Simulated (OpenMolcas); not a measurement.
## Single-point calculation, with input and output: InClF2 (part 4 of 4)

InClF2, SMILES [F][In]([F])[Cl]; CISD/ANO-R0, RHF, sfX2C (OpenMolcas 26.06). The atoms were displaced at random from an optimised geometry.

Geometry of the input (Å):
```
F  0.6047  0.6519  1.7443
In 0.0277  -0.0395  0.0353
F  0.8373  -1.7333  -0.4856
Cl -1.4106  1.0916  -1.2934
```

## The program's output, continued
```
        1 F1     1s         0.0116    0.0098    0.0200   -0.0009   -0.0364   -0.0198
        2 F1     2s         0.0049   -0.0114    0.2331   -0.0098   -0.3625   -0.1884
        3 F1     2px        0.2753    0.1438   -0.1393   -0.2466    0.1796   -0.0980
        4 F1     2py        0.0257    0.2911   -0.2069   -0.1526    0.0111    0.2039
        5 F1     2pz        0.4619    0.5302   -0.4328    0.1557    0.3075    0.0478
        6 F3     1s         0.0107   -0.0108    0.0208   -0.0010    0.0349   -0.0194
        7 F3     2s         0.0104    0.0059    0.2418   -0.0111    0.3477   -0.1852
        8 F3     2px        0.2971   -0.2495   -0.2104   -0.2397   -0.2010   -0.0714
        9 F3     2py       -0.3825    0.5650    0.4424   -0.1691    0.2728   -0.0679
       10 F3     2pz        0.0541    0.2344    0.1612    0.1365   -0.0296   -0.2059
       11 IN2    1s        -0.0000    0.0000   -0.0013    0.0000    0.0000   -0.0007
       12 IN2    2s        -0.0000    0.0001   -0.0061    0.0002    0.0002   -0.0033
       13 IN2    3s         0.0004    0.0002   -0.0204    0.0005    0.0007   -0.0105
       14 IN2    4s         0.0043    0.0007   -0.0683    0.0018    0.0024   -0.0319
       15 IN2    5s        -0.3477    0.0221   -0.9017    0.0208    0.0239   -0.2490
       16 IN2    2px        0.0002   -0.0000   -0.0000    0.0001   -0.0000    0.0003
       17 IN2    3px        0.0030   -0.0004   -0.0001    0.0007   -0.0002    0.0035
       18 IN2    4px        0.0339   -0.0044   -0.0049    0.0093   -0.0032    0.0404
       19 IN2    5px       -0.1319    0.0271   -0.1099    0.7404   -0.0729    0.7431
       20 IN2    2py       -0.0002    0.0002   -0.0000    0.0000    0.0002   -0.0002
       21 IN2    3py       -0.0021    0.0031   -0.0000    0.0005    0.0027   -0.0027
       22 IN2    4py       -0.0235    0.0373    0.0026    0.0059    0.0351   -0.0309
       23 IN2    5py        0.0996   -0.2306    0.1111    0.4644    0.7870   -0.5627
       24 IN2    2pz        0.0002    0.0002    0.0000   -0.0000    0.0002    0.0003
       25 IN2    3pz        0.0029    0.0028   -0.0001   -0.0004    0.0025    0.0032
       26 IN2    4pz        0.0330    0.0336   -0.0036   -0.0054    0.0332    0.0372
       27 IN2    5pz       -0.1360   -0.2070   -0.1004   -0.4229    0.7382    0.6777
       28 IN2    3d2-       0.0002    0.0006    0.0006   -0.0000    0.0003    0.0004
       29 IN2    4d2-       0.0225    0.0628    0.0697   -0.0009    0.0435    0.0363
       30 IN2    3d1-       0.0009    0.0001   -0.0003   -0.0000    0.0001    0.0006
       31 IN2    4d1-       0.0875    0.0090   -0.0530    0.0027    0.0103    0.0542
       32 IN2    3d0        0.0002    0.0008   -0.0002    0.0000    0.0004    0.0000
       33 IN2    4d0        0.0183    0.0859   -0.0259   -0.0021    0.0604    0.0036
       34 IN2    3d1+      -0.0003    0.0005   -0.0005    0.0000    0.0003   -0.0005
       35 IN2    4d1+      -0.0334    0.0534   -0.0605    0.0021    0.0384   -0.0451
       36 IN2    3d2+      -0.0004    0.0004    0.0003   -0.0000    0.0002   -0.0002
       37 IN2    4d2+      -0.0374    0.0393    0.0389    0.0021    0.0247   -0.0177
       38 CL4    1s        -0.0010    0.0000    0.0027   -0.0003   -0.0002    0.0188
       39 CL4    2s        -0.0058    0.0002    0.0155   -0.0015   -0.0013    0.1048
       40 CL4    3s         0.0626   -0.0023    0.1394   -0.0095   -0.0084    0.5704
       41 CL4    2px       -0.0004   -0.0002    0.0040   -0.0061    0.0003    0.0143
       42 CL4    3px        0.3160   -0.0241    0.2545   -0.2723    0.0107    0.3632
       43 CL4    2py        0.0004    0.0018   -0.0034   -0.0034   -0.0060   -0.0114
       44 CL4    3py       -0.2489    0.1417   -0.2124   -0.1577   -0.2053   -0.2930
       45 CL4    2pz       -0.0003    0.0017    0.0037    0.0030   -0.0061    0.0132
       46 CL4    3pz        0.3032    0.1136    0.2390    0.1414   -0.2074    0.3389
--

++    Molecular charges:
      ------------------

      Mulliken charges per centre and basis function type
      ---------------------------------------------------

                F1      F3      IN2     CL4
      1s       2.0001  2.0001  2.0000  2.0000
      2s       1.9488  1.9505  2.0000  2.0002
      2px      1.8319  1.7924  2.0000  2.0000
      2pz      1.5622  1.8905  2.0000  2.0000
      2py      1.8611  1.5657  2.0000  2.0000
      3s       0.0000  0.0000  2.0000  1.9433
      3px      0.0000  0.0000  2.0000  1.7453
      3pz      0.0000  0.0000  2.0000  1.7893
      3py      0.0000  0.0000  2.0000  1.8240
      4s       0.0000  0.0000  2.0000  0.0000
      3d2+     0.0000  0.0000  2.0000  0.0000
      3d1+     0.0000  0.0000  2.0000  0.0000
      3d0      0.0000  0.0000  2.0000  0.0000
      3d1-     0.0000  0.0000  2.0000  0.0000
      3d2-     0.0000  0.0000  2.0000  0.0000
      4px      0.0000  0.0000  1.9999  0.0000
      4pz      0.0000  0.0000  1.9997  0.0000
      4py      0.0000  0.0000  1.9997  0.0000
      5s       0.0000  0.0000  1.0354  0.0000
      4d2+     0.0000  0.0000  1.9981  0.0000
      4d1+     0.0000  0.0000  1.9961  0.0000
      4d0      0.0000  0.0000  1.9968  0.0000
      4d1-     0.0000  0.0000  1.9964  0.0000
      4d2-     0.0000  0.0000  1.9951  0.0000
      5px      0.0000  0.0000  0.4240  0.0000
      5pz      0.0000  0.0000  0.4258  0.0000
      5py      0.0000  0.0000  0.4278  0.0000
      Total    9.2041  9.1991 48.2946 17.3021

      N-E     -0.2041 -0.1991  0.7054 -0.3021

      Total electronic charge=   84.000000

      Total            charge=    0.000000
--

++    Molecular properties:
      ---------------------

      Dipole Moment (debye):
      Origin of the operator (angstrom)=   -0.0998    0.0697   -0.0919
                   X=  9.1298E-01               Y= -7.7298E-01               Z=  9.0472E-01           Total=  1.4999E+00
      Quadrupole Moment (debye*angstrom):
      Origin of the operator (angstrom)=   -0.0998    0.0697   -0.0919
                  XX= -4.7321E+01              XY=  3.1178E+00              XZ= -3.1397E+00              YY= -4.8531E+01
                  YZ= -1.4739E-02              ZZ= -4.9093E+01
      In traceless form (debye*angstrom)
                  XX=  1.4912E+00              XY=  4.6766E+00              XZ= -4.7095E+00              YY= -3.2385E-01
                  YZ= -2.2108E-02              ZZ= -1.1674E+00
--

--- Stop Module: cpf /rc=_RC_ALL_IS_WELL_ ---

.##################.
.# Happy landing! #.
.##################.

    Timing: Wall=9.27 User=8.20 System=0.99
```

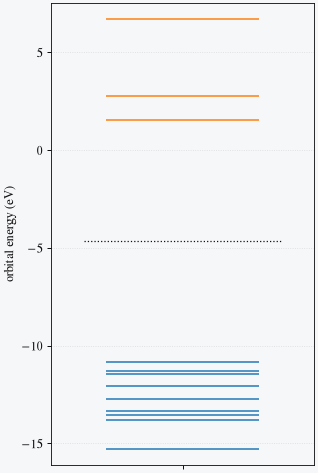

*Orbital energies near the frontier (SCF reference); the dotted line parts filled from empty levels, and levels within 0.02 eV of each other stand side by side.*

Highest filled −10.84 eV, lowest empty 1.57 eV, 12.41 eV apart.

## Key numbers

```tsv
quantity	value
outcome	converged
total energy	−6538.146438 hartree
SCF energy	−6538.036002 hartree
correlation energy	−0.110436 hartree
basis functions	46
HOMO of the SCF reference	−10.84 eV
LUMO of the SCF reference	1.57 eV
hardware	1 thread of Arm Neoverse N1, 98 GiB of memory available, shared host
wall time	9.6 s
peak memory	0.41 GiB
```
